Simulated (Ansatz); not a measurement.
# AlCCl (triplet): one geometry, many settings at a displaced geometry (v1)

Aim: run AlCCl (triplet) at one geometry under a spread of methods and options, and see what each costs and gives.

Method: the settings change from run to run; program: Ansatz 0.2.0, Gaussian basis.

20 further runs of the same task are left out: 8 that didn't finish, 12 set aside as unsound or not needed.

### 1 The system

The geometry is a PBE0/def2-TZVP stationary point (not a proven minimum) with its atoms shifted at random (size 0.040 Å).

3 atoms, charge 0, spin multiplicity 3.

Atoms are counted from 1 here; the program's logs count them from 0.

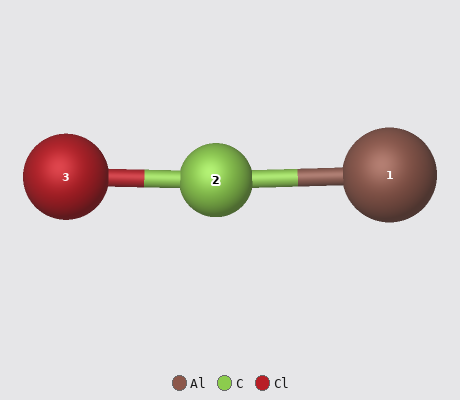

The structure; aluminium brown, carbon green, chlorine red; atoms are numbered from 1 in the order of the file.

### 2 CCSD(T) on ROHF/cc-pVDZ

File in.yaml:

```yaml
crystal:
  periodic: [false, false, false]
  atoms:
    - {symbol: Al, position_ang: [-0.015433, -0.009008, 1.866857]}
    - {symbol: C, position_ang: [-0.016266, -0.025151, -0.089417]}
    - {symbol: Cl, position_ang: [0.031698, 0.034159, -1.777440]}
basis:
  gaussian: {orbitals: cc-pVDZ}
magnetization: {spin_polarized: false, initial_magnetization: 2}
correlation: {method: ccsd_t, electrons: valence}
scf: {lower_state_search: light}
```

Run with:

```console
> ansatz run in.yaml --threads 1 --pin off --events-out ev --progress --plain --max-ram 2393MiB
```

Output, shortened:

```text
Functional definition: HF
  name "HF"
  cite "Fock, Z. Phys. 61, 126 (1930) doi:10.1007/BF01340294"
  parent pbe
[...]
513 factors; integrals over basis functions are off by at most 6.3e-4 eV
[...]
mean field -20114.40368770 eV, -739.1907014906 hartree, gradient 1.1e-6 eV, S^2 2.000000; 7 other end points of the search recorded, 0 dependent functions left out
[...]
determinant -20114.40368770 eV, -739.1907014906 hartree, with singles and doubles -20122.84702140 eV, -739.5009882810 hartree
determinant -20111.85537788 eV, -739.0970528318 hartree, with singles and doubles -20120.83655251 eV, -739.4271049118 hartree
determinant -20111.85126096 eV, -739.0969015379 hartree, with singles and doubles -20120.82714364 eV, -739.4267591421 hartree
11 core orbitals not correlated: weight in the atoms' cores, before any rotation towards them, 1.000 or more for the frozen orbitals, at most 0.000 for the correlated occupied ones
reference -20114.40368770 eV, -739.1907014906 hartree; 8, 6 occupied and 31, 33 virtual orbitals, 513 factors
second order -7.29654709 eV of doubles, -0.12769430 eV of singles
cycle   1  -8.44314259 eV  change    1.9e-4 eV  update   1.3e-3
[...]
cycle   9  -8.44387759 eV  change   -7.0e-7 eV  update   3.9e-6
perturbative correction -0.26596981 eV, -0.0097742101 hartree
Total energy: -20123.11353510 eV, -739.5107824786 hartree
```

Run time: 7 s. Hardware: 1 thread of Arm Neoverse V1, shared host.

From the report: correlation -8.7098 eV; T1 0.030; largest double amplitude 0.09.

### 3 CISD/cc-pVDZ

Edit in.yaml of step 2 so:

```diff
@@ -7,5 +7,4 @@
 basis:
-  gaussian: {orbitals: cc-pVDZ}
+  gaussian: {orbitals: cc-pVDZ, point_charges: [{charge: -0.50, position_ang: [3.433, 0.058, 0.708]}]}
 magnetization: {spin_polarized: false, initial_magnetization: 2}
-correlation: {method: ccsd_t, electrons: valence}
-scf: {lower_state_search: light}
+correlation: {active_space: {ras: {orbitals: [6, 2, 31], electrons: 14, max_holes: 2, max_particles: 2}, fixed_orbitals: true}}
```

The command is unchanged.

Output:

```text
Functional definition: HF
  name "HF"
  cite "Fock, Z. Phys. 61, 126 (1930) doi:10.1007/BF01340294"
  parent pbe
  exchange = exact_x
  correlation = 0
513 factors; integrals over basis functions are off by at most 6.1e-4 eV
mean field evaluation 1: about -20113.4805 eV, gradient 9.6e0 eV
mean field evaluation 2: about -20113.4837 eV, gradient 9.6e0 eV
mean field evaluation 4: about -20114.5256 eV, gradient 1.9e0 eV
mean field evaluation 8: about -20114.5654 eV, gradient 8.4e-4 eV
mean field evaluation 16: about -20114.5618 eV, gradient 3.7e-1 eV
mean field -20114.56544240 eV, -739.1966458661 hartree, gradient 2.7e-6 eV, S^2 2.000000; 3 other end points of the search recorded, 0 dependent functions left out
reference -20114.56544240 eV, -739.1966458661 hartree; 19, 17 occupied and 31, 33 virtual orbitals, 513 factors
state -20122.07828386 eV, -739.4727376974 hartree
Total energy: -20122.07828386 eV, -739.4727376974 hartree
```

It took 5.5 s on 1 thread of Arm Neoverse V1, shared host.

From the report: 300,051 determinants.

### 4 CCSD(T) on ROHF/STO-3G

File in.yaml:

```yaml
crystal:
  periodic: [false, false, false]
  atoms:
    - {symbol: Al, position_ang: [-0.015433, -0.009008, 1.866857]}
    - {symbol: C, position_ang: [-0.016266, -0.025151, -0.089417]}
    - {symbol: Cl, position_ang: [0.031698, 0.034159, -1.777440]}
basis:
  gaussian: {orbitals: STO-3G, point_charges: [{charge: 1.00, position_ang: [2.739, 0.931, -0.550]}]}
magnetization: {spin_polarized: false, initial_magnetization: 2}
correlation: {method: ccsd_t, electrons: valence}
output: {forces: true}
```

Launched as before.

Output, shortened:

```text
Functional definition: HF
  name "HF"
  cite "Fock, Z. Phys. 61, 126 (1930) doi:10.1007/BF01340294"
  parent pbe
[...]
256 factors; integrals over basis functions are off by at most 2.0e-5 eV
[...]
mean field -19888.15723092 eV, -730.8762975593 hartree, gradient 2.2e-6 eV, S^2 2.000000; 0 other end points of the search recorded, 0 dependent functions left out
[...]
11 core orbitals not correlated: weight in the atoms' cores, before any rotation towards them, 1.000 or more for the frozen orbitals, at most 0.000 for the correlated occupied ones
reference -19888.15723092 eV, -730.8762975593 hartree; 8, 6 occupied and 4, 6 virtual orbitals, 256 factors
second order -1.31787634 eV of doubles, -0.14061476 eV of singles
cycle   1  -1.87245536 eV  change   -4.1e-1 eV  update   7.8e-2
[...]
cycle  15  -2.18783852 eV  change    5.1e-7 eV  update   1.5e-6
perturbative correction -0.04375092 eV, -0.0016078165 hartree
[...]
Total energy: -19890.38882036 eV, -730.9583069586 hartree
Atom 0 at    -0.015433    -0.009008     1.866857 Å, force    -0.335339    -0.108346     0.360975 eV/Å
Atom 1 at    -0.016266    -0.025151    -0.089417 Å, force     0.265156    -0.033501     4.341215 eV/Å
Atom 2 at     0.031698     0.034159    -1.777440 Å, force     0.315665     0.226110    -4.388015 eV/Å
Dipole moment:    -0.113750    -0.040527     0.961838 e Å
```

It took 0.57 s on 1 thread of Arm Neoverse V1, shared host.

From the report: correlation -2.2316 eV; T1 0.025; largest double amplitude 0.09.

### 5 CISD/def2-SVPD

File in.yaml:

```yaml
crystal:
  periodic: [false, false, false]
  atoms:
    - {symbol: Al, position_ang: [-0.015433, -0.009008, 1.866857]}
    - {symbol: C, position_ang: [-0.016266, -0.025151, -0.089417]}
    - {symbol: Cl, position_ang: [0.031698, 0.034159, -1.777440]}
basis:
  gaussian: {orbitals: def2-SVPD}
magnetization: {spin_polarized: false, initial_magnetization: 2}
hamiltonian: {pseudopotentials: {relativity: scalar}}
correlation: {active_space: {ras: {orbitals: [6, 2, 52], electrons: 14, max_holes: 2, max_particles: 2}, fixed_orbitals: true}}
```

Same command.

Output:

```text
Functional definition: HF
  name "HF"
  cite "Fock, Z. Phys. 61, 126 (1930) doi:10.1007/BF01340294"
  parent pbe
  exchange = exact_x
  correlation = 0
661 factors; integrals over basis functions are off by at most 9.0e-4 eV
mean field evaluation 1: about -20151.4537 eV, gradient 9.7e0 eV
mean field evaluation 2: about -20151.4945 eV, gradient 9.7e0 eV
mean field evaluation 4: about -20152.5573 eV, gradient 1.6e0 eV
mean field evaluation 8: about -20152.5902 eV, gradient 2.3e-1 eV
mean field evaluation 16: about -20146.9871 eV, gradient 2.3e1 eV
mean field evaluation 32: about -20150.5239 eV, gradient 2.9e0 eV
mean field evaluation 64: about -20152.5736 eV, gradient 9.1e-1 eV
mean field -20152.59059358 eV, -740.5940443975 hartree, gradient 4.5e-6 eV, S^2 2.000000; 6 other end points of the search recorded, 0 dependent functions left out
reference -20152.59059358 eV, -740.5940443975 hartree; 19, 17 occupied and 52, 54 virtual orbitals, 661 factors
state -20160.41881142 eV, -740.8817260971 hartree
Total energy: -20160.41881142 eV, -740.8817260971 hartree
Relativity: scalar
```

Run time: 26 s. Hardware: 1 thread of Arm Neoverse V1, shared host; peak memory 0.29 GiB.

From the report: 422,954 determinants.

### 6 CCSD on UHF/def2-mTZVP

File in.yaml:

```yaml
crystal:
  periodic: [false, false, false]
  atoms:
    - {symbol: Al, position_ang: [-0.015433, -0.009008, 1.866857]}
    - {symbol: C, position_ang: [-0.016266, -0.025151, -0.089417]}
    - {symbol: Cl, position_ang: [0.031698, 0.034159, -1.777440]}
basis:
  gaussian: {orbitals: def2-mTZVP}
magnetization: {spin_polarized: true, initial_magnetization: 2}
correlation: {method: ccsd, electrons: outside_noble_gas}
```

Launched as before.

Output, shortened:

```text
Functional definition: HF
  name "HF"
  cite "Fock, Z. Phys. 61, 126 (1930) doi:10.1007/BF01340294"
  parent pbe
[...]
552 factors; integrals over basis functions are off by at most 1.1e-3 eV
[...]
mean field -20114.93924880 eV, -739.2103829979 hartree, gradient 9.4e-6 eV, S^2 2.044470; 12 other end points of the search recorded, 0 dependent functions left out
determinant -20114.93924880 eV, -739.2103829979 hartree, with singles and doubles -20123.16395620 eV, -739.5126354200 hartree
determinant -20112.56305295 eV, -739.1230594112 hartree, with singles and doubles -20121.00615741 eV, -739.4333377770 hartree
determinant -20112.56272530 eV, -739.1230473702 hartree, with singles and doubles -20120.98362978 eV, -739.4325099020 hartree
determinant -20112.23551804 eV, -739.1110227249 hartree, with singles and doubles -20121.11842678 eV, -739.4374636003 hartree
determinant -20112.23378231 eV, -739.1109589382 hartree, with singles and doubles -20121.11769028 eV, -739.4374365344 hartree
determinant -20111.90392235 eV, -739.0988368084 hartree, with singles and doubles -20119.53845999 eV, -739.3794008917 hartree
determinant -20111.90348767 eV, -739.0988208342 hartree, with singles and doubles -20119.53879540 eV, -739.3794132178 hartree
11 core orbitals not correlated: weight in the atoms' cores, before any rotation towards them, 1.000 or more for the frozen orbitals, at most 0.000 for the correlated occupied ones
reference -20114.93924880 eV, -739.2103829979 hartree; 8, 6 occupied and 44, 46 virtual orbitals, 552 factors
second order -7.23669932 eV of doubles, -0.00000000 eV of singles
cycle   1  -8.22515934 eV  change   -4.5e-4 eV  update   1.5e-3
[...]
cycle   9  -8.22631075 eV  change    5.2e-6 eV  update   7.7e-6
Total energy: -20123.16555955 eV, -739.5126943419 hartree
```

Wall time 11 s (1 thread of Arm Neoverse V1, shared host).

From the report: ⟨S²⟩ of the determinant 2.044 (pure triplet: 2.00); correlation -8.2263 eV; T1 0.026; largest double amplitude 0.09.

### 7 CASSCF(2,3)/STO-3G

File in.yaml:

```yaml
crystal:
  periodic: [false, false, false]
  atoms:
    - {symbol: Al, position_ang: [-0.015433, -0.009008, 1.866857]}
    - {symbol: C, position_ang: [-0.016266, -0.025151, -0.089417]}
    - {symbol: Cl, position_ang: [0.031698, 0.034159, -1.777440]}
basis:
  gaussian: {orbitals: STO-3G}
magnetization: {spin_polarized: false, initial_magnetization: 2}
correlation: {active_space: {window: {electrons: 2, orbitals: 3}, states: [{multiplicity: 3, weights: [1, 1]}], root: 1}}
accuracy: high
scf: {lower_state_search: full}
```

Same command.

Output, shortened:

```text
Functional definition: HF
  name "HF"
  cite "Fock, Z. Phys. 61, 126 (1930) doi:10.1007/BF01340294"
  parent pbe
[...]
399 factors; integrals over basis functions are off by at most 9.8e-9 eV
[...]
mean field -19887.88194960 eV, -730.8661811573 hartree, gradient 1.8e-8 eV, S^2 2.000000; 8 other end points of the search recorded, 0 dependent functions left out
reference -19887.88194960 eV, -730.8661811573 hartree; 19, 17 occupied and 4, 6 virtual orbitals, 399 factors
state -19887.75031991 eV, -730.8613438552 hartree
state -19881.10782913 eV, -730.6172368216 hartree
Total energy: -19881.10782913 eV, -730.6172368216 hartree
```

It took 0.75 s on 1 thread of Arm Neoverse V1, shared host.

From the report: 9 determinants; active occupations (of the averaged states) 1.00, 0.50, 0.50.

### 8 BCCD/cc-pVDZ

File in.yaml:

```yaml
crystal:
  periodic: [false, false, false]
  atoms:
    - {symbol: Al, position_ang: [-0.015433, -0.009008, 1.866857]}
    - {symbol: C, position_ang: [-0.016266, -0.025151, -0.089417]}
    - {symbol: Cl, position_ang: [0.031698, 0.034159, -1.777440]}
basis:
  gaussian: {orbitals: cc-pVDZ}
magnetization: {spin_polarized: true, initial_magnetization: 2}
hamiltonian: {xc: {name: B3LYP}}
correlation: {method: bccd, electrons: valence}
output: {forces: true}
```

The command is unchanged.

Output, shortened:

```text
Functional definition: B3LYP
  name "B3LYP"
  cite "Stephens, Devlin, Chabalowski & Frisch, J. Phys. Chem. 98, 11623 (1994) doi:10.1021/j100096a001"
  cite "Becke, Phys. Rev. A 38, 3098 (1988) doi:10.1103/PhysRevA.38.3098"
  cite "Lee, Yang & Parr, Phys. Rev. B 37, 785 (1988) doi:10.1103/PhysRevB.37.785"
  cite "Vosko, Wilk & Nusair, Can. J. Phys. 58, 1200 (1980) doi:10.1139/p80-159"
[...]
513 factors; integrals over basis functions are off by at most 6.3e-4 eV
[...]
mean field -20154.09239006 eV, -740.6492344003 hartree, gradient 7.7e-6 eV, S^2 2.012032; 0 other end points of the search recorded, 0 dependent functions left out
11 core orbitals not correlated: weight in the atoms' cores, before any rotation towards them, 1.000 or more for the frozen orbitals, at most 0.000 for the correlated occupied ones
reference -20114.05548066 eV, -739.1779051176 hartree; 8, 6 occupied and 31, 33 virtual orbitals, 513 factors
second order -7.76812372 eV of doubles, -0.30570853 eV of singles
cycle   1  -8.30905355 eV  change   -2.4e-1 eV  update   9.7e-2
[...]
cycle  17  -8.66619250 eV  change    9.7e-7 eV  update   8.6e-7
[...]
Total energy: -20122.72167316 eV, -739.4963818178 hartree
Atom 0 at    -0.015433    -0.009008     1.866857 Å, force    -0.002928    -0.002063     0.307736 eV/Å
Atom 1 at    -0.016266    -0.025151    -0.089417 Å, force     0.008777     0.010245    -0.388805 eV/Å
Atom 2 at     0.031698     0.034159    -1.777440 Å, force    -0.005849    -0.008182     0.081070 eV/Å
Dipole moment:     0.003386     0.005359     0.034662 e Å
```

Wall time 9.5 s (1 thread of Arm Neoverse V1, shared host).

From the report: ⟨S²⟩ of the determinant 2.012 (pure triplet: 2.00); correlation -8.6662 eV; largest double amplitude 0.09.

### 9 CCSD(T) on UHF/cc-pVDZ

Edit in.yaml of step 8 so:

```diff
@@ -9,4 +9,3 @@
 magnetization: {spin_polarized: true, initial_magnetization: 2}
-hamiltonian: {xc: {name: B3LYP}}
-correlation: {method: bccd, electrons: valence}
-output: {forces: true}
+correlation: {method: ccsd_t, electrons: outside_noble_gas}
+scf: {lower_state_search: off}
```

Launched as before.

Output, shortened:

```text
Functional definition: HF
  name "HF"
  cite "Fock, Z. Phys. 61, 126 (1930) doi:10.1007/BF01340294"
  parent pbe
[...]
513 factors; integrals over basis functions are off by at most 6.3e-4 eV
[...]
mean field -20114.64940230 eV, -739.1997313355 hartree, gradient 2.0e-6 eV, S^2 2.045911; 0 other end points of the search recorded, 0 dependent functions left out
11 core orbitals not correlated: weight in the atoms' cores, before any rotation towards them, 1.000 or more for the frozen orbitals, at most 0.000 for the correlated occupied ones
reference -20114.64940230 eV, -739.1997313355 hartree; 8, 6 occupied and 31, 33 virtual orbitals, 513 factors
second order -7.14090350 eV of doubles, -0.00000000 eV of singles
cycle   1  -7.78477993 eV  change   -6.4e-1 eV  update   9.5e-2
[...]
cycle  14  -8.20301374 eV  change    1.3e-6 eV  update   1.2e-5
perturbative correction -0.25896122 eV, -0.0095166492 hartree
Total energy: -20123.11137726 eV, -739.5107031796 hartree
Checks for a lower state left out: stability, starts, cluster_reference, orbital_swaps, neighbouring_geometries, increment
```

It took 1.6 s on 1 thread of Arm Neoverse V1, shared host.

From the report: ⟨S²⟩ of the determinant 2.046 (pure triplet: 2.00); correlation -8.4620 eV; T1 0.028; largest double amplitude 0.09.

### 10 BCCD on UHF/6-31G*

Edit in.yaml of step 9 so:

```diff
@@ -7,5 +7,4 @@
 basis:
-  gaussian: {orbitals: cc-pVDZ}
+  gaussian: {orbitals: "6-31G*"}
 magnetization: {spin_polarized: true, initial_magnetization: 2}
-correlation: {method: ccsd_t, electrons: outside_noble_gas}
-scf: {lower_state_search: off}
+correlation: {method: bccd, electrons: valence}
```

Launched as before.

Output, shortened:

```text
Functional definition: HF
  name "HF"
  cite "Fock, Z. Phys. 61, 126 (1930) doi:10.1007/BF01340294"
  parent pbe
[...]
475 factors; integrals over basis functions are off by at most 9.1e-4 eV
[...]
mean field -20113.60533351 eV, -739.1613625153 hartree, gradient 4.5e-6 eV, S^2 2.044282; 13 other end points of the search recorded, 0 dependent functions left out
determinant -20113.60533351 eV, -739.1613625153 hartree, with singles and doubles -20121.54723601 eV, -739.4532220487 hartree
determinant -20111.26900223 eV, -739.0755039241 hartree, with singles and doubles -20119.41642619 eV, -739.3749162321 hartree
determinant -20111.26866572 eV, -739.0754915575 hartree, with singles and doubles -20119.39578595 eV, -739.3741577174 hartree
determinant -20110.89651710 eV, -739.0618153483 hartree, with singles and doubles -20119.52788404 eV, -739.3790122325 hartree
determinant -20110.89460164 eV, -739.0617449564 hartree, with singles and doubles -20119.52704408 eV, -739.3789813646 hartree
determinant -20110.55727457 eV, -739.0493484150 hartree, with singles and doubles -20117.89414844 eV, -739.3189735566 hartree
determinant -20110.55678897 eV, -739.0493305697 hartree, with singles and doubles -20117.89466654 eV, -739.3189925967 hartree
11 core orbitals not correlated: weight in the atoms' cores, before any rotation towards them, 1.000 or more for the frozen orbitals, at most 0.000 for the correlated occupied ones
reference -20113.60533351 eV, -739.1613625153 hartree; 8, 6 occupied and 34, 36 virtual orbitals, 475 factors
second order -6.88769912 eV of doubles, -0.00000000 eV of singles
cycle   1  -7.92016897 eV  change    2.2e-2 eV  update   1.0e-2
[...]
cycle  11  -7.91703692 eV  change   -1.6e-6 eV  update   1.6e-5
Total energy: -20121.52237044 eV, -739.4523082558 hartree
```

Run time: 7 s. Hardware: 1 thread of Arm Neoverse V1, shared host.

From the report: ⟨S²⟩ of the determinant 2.044 (pure triplet: 2.00); correlation -7.9170 eV; largest double amplitude 0.09.

### 11 All runs side by side

Where basis and cores are those of an earlier UCCSDT(Q)/cc-pVDZ run (-20123.1750 eV), and the state is the same kind, the miss against it is given.

| level | correlated | functions | energy (eV) | from UCCSDT(Q) (meV) | time |
| --- | --- | --- | --- | --- | --- |
| CCSD(T) on ROHF/cc-pVDZ | valence | 50 | -20123.1135 | 61.4 | 7 s |
| CISD/cc-pVDZ (beside a point charge) | outside noble gas | 50 | -20122.0783 |  | 5.5 s |
| CCSD(T) on ROHF/STO-3G (beside a point charge) | valence | 23 | -19890.3888 |  | 0.57 s |
| CISD/def2-SVPD (relativity set) | valence | 71 | -20160.4188 |  | 26 s |
| CCSD on UHF/def2-mTZVP | outside noble gas | 63 | -20123.1656 |  | 11 s |
| CASSCF(2,3)/STO-3G (excited root 1 of an average) |  | 23 | -19881.1078 |  | 0.75 s |
| BCCD/cc-pVDZ (on B3LYP orbitals) | valence | 50 | -20122.7217 | 453.3 | 9.5 s |
| CCSD(T) on UHF/cc-pVDZ | outside noble gas | 50 | -20123.1114 | 63.6 | 1.6 s |
| BCCD on UHF/6-31G* | valence | 53 | -20121.5224 |  | 7 s |

### 12 Results

| quantity | value |
| --- | --- |
| runs | 9 |
| quickest | CCSD(T) on ROHF/STO-3G (beside a point charge), 0.57 s |
| slowest | CISD/def2-SVPD (relativity set), 26 s |

Total energies in different bases, with other cores or another treatment of relativity can't be set against each other. CISD/def2-SVPD (relativity set) took 45 times as long as CCSD(T) on ROHF/STO-3G (beside a point charge); the jobs differ in more than the method. Among the correlated runs with a miss given, it spans +61 to +453 meV. Cores frozen from Kohn-Sham orbitals shift the total energy.
